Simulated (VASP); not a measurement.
Band structure of V$_{3}$Ge (space group Pm-3n). Level of theory: r2SCAN meta-GGA, VASP's PBE PAW potentials (set 64) (plane waves; VASP).

The run has a spin-polarised start.

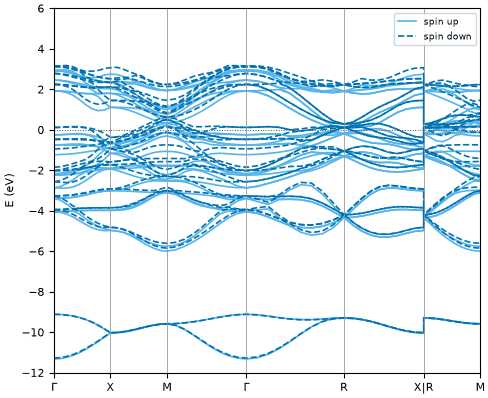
Figure. Bands along high-symmetry lines, zero at the valence-band maximum or, without a gap, the Fermi level

Q: Read the plot: is there a gap, and where are the band edges?

A: It has no gap at this level: it comes out as a metal or semimetal.

The structure comes from a computed database's V3Ge entry (Pm-3n); how it stands against other phases isn't given here. It was relaxed first.
